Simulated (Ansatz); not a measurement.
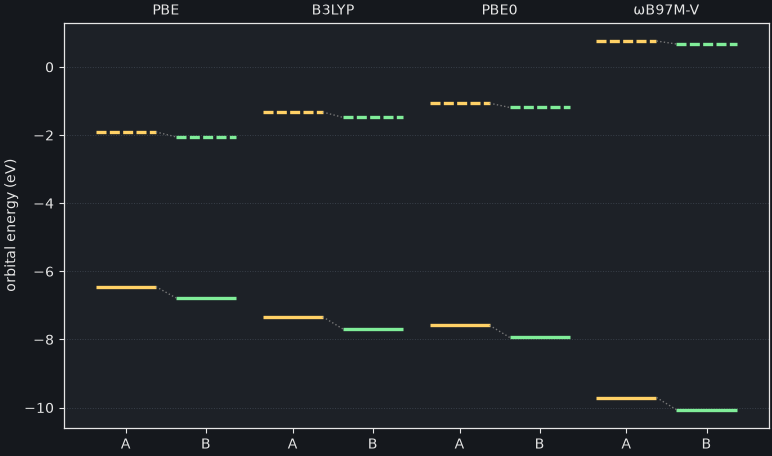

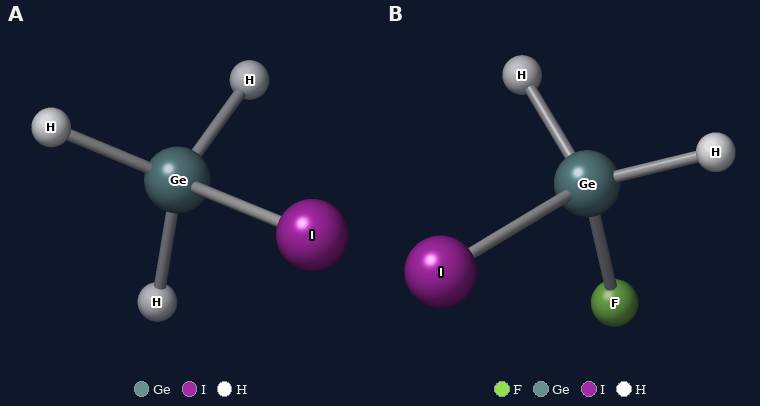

One change: A, GeH₃I (SMILES [GeH3][I]), becomes B, GeH₂IF (SMILES [F][GeH2][I]). H on Ge is replaced by F. HOMO (solid) and LUMO (dashed) computed in def2-TZVPP at PBE0-D4/def2-TZVP geometries, both minima by their frequencies, gas phase, the Ansatz code 0.2.0. Empty levels above zero depend strongly on the basis.

What does the change do to HOMO and LUMO?

PBE: the HOMO falls by 0.33 eV, the LUMO falls by 0.14 eV, and the separation goes from 4.54 to 4.73 eV. B3LYP: the HOMO falls by 0.35 eV, the LUMO falls by 0.16 eV, and the separation goes from 6.01 to 6.21 eV. PBE0: the HOMO falls by 0.36 eV, the LUMO falls by 0.13 eV, and the separation goes from 6.52 to 6.75 eV. ωB97M-V: the HOMO falls by 0.36 eV, the LUMO falls by 0.09 eV, and the separation goes from 10.47 to 10.74 eV.

Do the functionals agree on the effect?

They agree on the direction for both levels; the HOMO shift lies between −0.36 and −0.33 eV and the LUMO shift between −0.16 and −0.09 eV, while the separations themselves differ by up to 6.0 eV between functionals.

Known limits of this run: core potentials past krypton; spin-orbit coupling is left out, and with I it can shift these values.
